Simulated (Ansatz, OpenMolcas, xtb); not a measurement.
Ligand exchange: GeH3(CH3) + H2S2 → GeH3(SH) + CH4S

Species: GeH3(CH3), singlet; H2S2 `SS`, singlet; GeH3(SH), singlet; CH4S (methanethiol) `CS`, singlet. The partners trade CH3 for SH: Ge–CH3 and S–SH bonds give way to Ge–SH and S–CH3.

Shapes, held fixed at every level: PBE0-D4/def2-TZVP. Flexible molecules stand in one conformer, not always the lowest. Programs: Ansatz 0.2.0, OpenMolcas 26.06, xtb 6.7.1, xtb 6.7.1 later snapshot. The zero-point and thermal change to 298 K, harmonic and unscaled (PBE0-D4/def2-TZVP), is +2.0 kJ/mol.

```
                             level                   kind  ΔH(298 K) (kJ/mol)  less CCSD(T)/def2-TZVPP
                          GFN2-xTB         semi-empirical               -50.4                     -6.6
                     HF/def2-TZVPP           Hartree–Fock               -52.6                     -8.8
                  SPW92/def2-TZVPP                    LDA               -35.4                     +8.4
              r2SCAN-D4/def2-TZVPP               meta-GGA               -40.8                     +3.0
B3LYP/6-31G* (spherical functions)          global hybrid               -59.0                    -15.2
               B3LYP-D4/def2-TZVPP          global hybrid               -39.8                     +4.0
             r2SCAN0-D4/def2-TZVPP          global hybrid               -43.2                     +0.6
                CCSD(T)/def2-TZVPP  coupled cluster or CI               -43.8                      0.0
```

The highest level, CCSD(T)/def2-TZVPP, gives ΔH(298 K) = -43.8 kJ/mol; the levels span -59.0 to -35.4. The column of differences is taken from that level and isn't an error. No measured value is set beside it here. Relativity is left out for Ge. Outer-core shells of Ge are correlated, in sets that cover them unevenly.

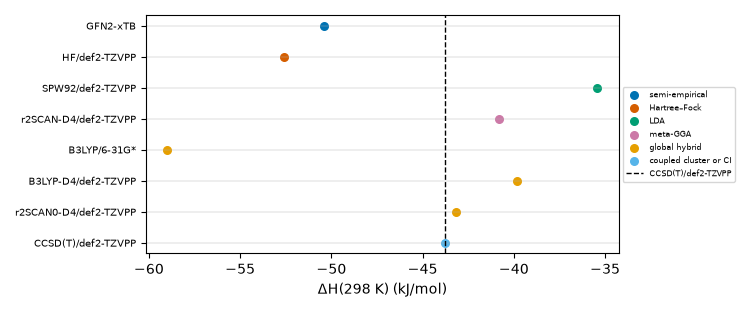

The values of the table, level by level.
